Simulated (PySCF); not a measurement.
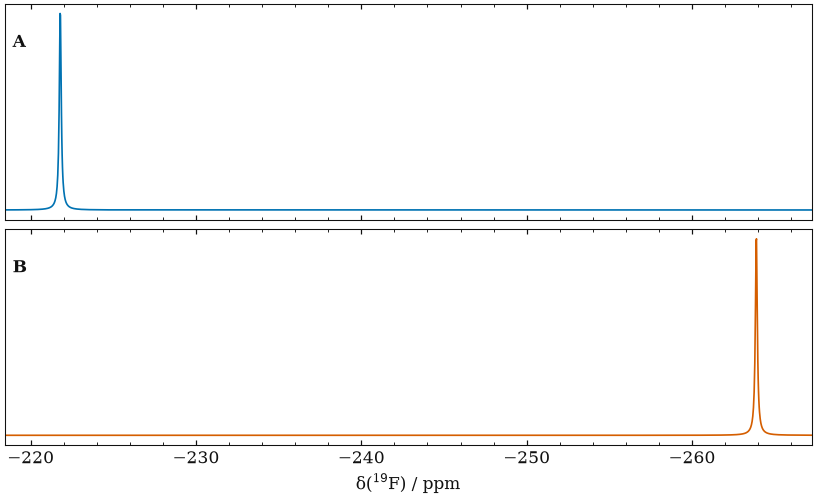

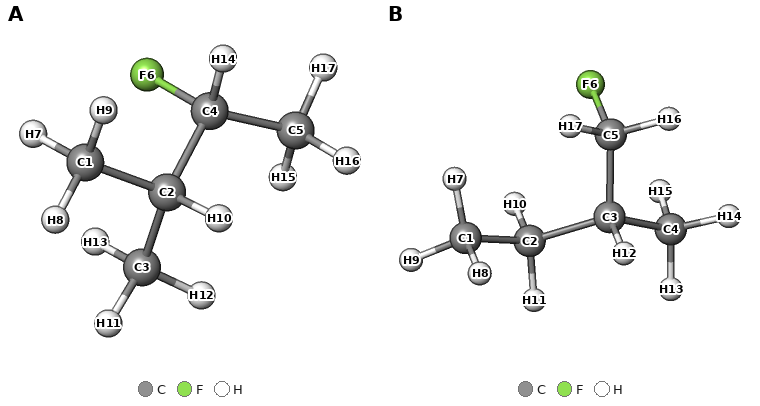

Related molecules: A is C₅H₁₁F, SMILES CC(C)[C@@H](C)F; B is C₅H₁₁F, SMILES CC[C@@H](C)CF. GIAO ¹⁹F shifts against CFCl₃ (¹⁹F: this reference is a hard case for the method, so all values can be off together by tens of ppm, and differences between signals are safer), PBE0/pcSseg-1 in PySCF 2.14.0, at a PBE0-D3(BJ)/def2-SVP geometry (no frequency check); fully decoupled, line heights follow the number of nuclei within a panel, widths are arbitrary (no quadrupolar broadening); values of one conformer, averaged over methyl-type rotors and exact or near symmetry; other conformers aren't averaged in.

Q: How does the ¹⁹F shift respond?

A: From A (−221.8 ppm) to B (−263.9 ppm) the nucleus is shielded by 42.1 ppm.
